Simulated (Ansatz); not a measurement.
Consider C₈H₁₈F₂Ge (SMILES CC(C)[CH2][Ge]([F])([F])[CH2]C(C)C).

Input

```
crystal:
  periodic: [false, false, false]
  atoms:
    - {symbol: C, position_ang: [-2.904967, -1.827569, 1.608246]}
    - {symbol: C, position_ang: [-1.610923, -1.085197, 1.912857]}
    - {symbol: C, position_ang: [-1.867527, 0.090249, 2.844600]}
    - {symbol: C, position_ang: [-0.942412, -0.641374, 0.610262]}
    - {symbol: Ge, position_ang: [0.828022, 0.126641, 0.815394]}
    - {symbol: F, position_ang: [0.678935, 1.754262, 1.419060]}
    - {symbol: F, position_ang: [1.612644, -0.698427, 2.132669]}
    - {symbol: C, position_ang: [2.062027, 0.134431, -0.680281]}
    - {symbol: C, position_ang: [1.429235, 0.487533, -2.026779]}
    - {symbol: C, position_ang: [0.843152, 1.892571, -2.021832]}
    - {symbol: C, position_ang: [2.448834, 0.332948, -3.146954]}
    - {symbol: H, position_ang: [-2.728574, -2.694758, 0.966612]}
    - {symbol: H, position_ang: [-3.379939, -2.180228, 2.527275]}
    - {symbol: H, position_ang: [-3.616257, -1.171346, 1.096544]}
    - {symbol: H, position_ang: [-0.931359, -1.778526, 2.421542]}
    - {symbol: H, position_ang: [-2.351118, -0.246136, 3.764622]}
    - {symbol: H, position_ang: [-0.945441, 0.605928, 3.120500]}
    - {symbol: H, position_ang: [-2.526767, 0.823557, 2.369305]}
    - {symbol: H, position_ang: [-0.836828, -1.490151, -0.074299]}
    - {symbol: H, position_ang: [-1.562597, 0.100166, 0.093693]}
    - {symbol: H, position_ang: [2.515986, -0.861078, -0.711606]}
    - {symbol: H, position_ang: [2.861749, 0.840160, -0.432553]}
    - {symbol: H, position_ang: [0.612724, -0.221041, -2.220210]}
    - {symbol: H, position_ang: [0.076480, 2.022866, -1.252993]}
    - {symbol: H, position_ang: [0.389933, 2.129752, -2.987071]}
    - {symbol: H, position_ang: [1.623341, 2.633963, -1.825625]}
    - {symbol: H, position_ang: [3.286387, 1.021949, -3.000933]}
    - {symbol: H, position_ang: [2.002202, 0.552200, -4.120168]}
    - {symbol: H, position_ang: [2.853357, -0.681546, -3.181375]}
basis:
  gaussian: {orbitals: def2-TZVPP}
hamiltonian: {xc: pbe0, dispersion: d4}
output: {orbitals: {seedname: orbitals}}
```

Command:

```sh
ansatz run in.yaml --threads 11 --pin off --events-out ev --progress --plain --max-ram 174080MiB --backend cuda --devices 0, --max-vram 75GiB
```

Geometry: PBE0-D4/def2-TZVP.

These are results of RKS PBE0-D4/def2-TZVPP in Ansatz, not measurements.

Q: What will maps of the electron density and electron localisation function show?

A: C–C (1.52 Å): ρ is about 1.7 e/Å³ halfway; the ELF peaks at about 0.95 between the atoms (a covalent bond).
C–H (1.09 Å): ρ at the midpoint is about 2 e/Å³; the ELF climbs to about 1 towards the hydrogen, as it does in any bond to H: a covalent bond by its length.

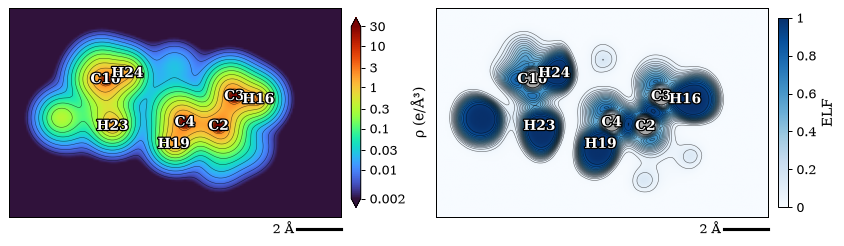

Computed electron density and electron localisation function on the plane of atoms C3, C2 and C4, in this order. Grey discs cover the atomic cores in the ELF map. 
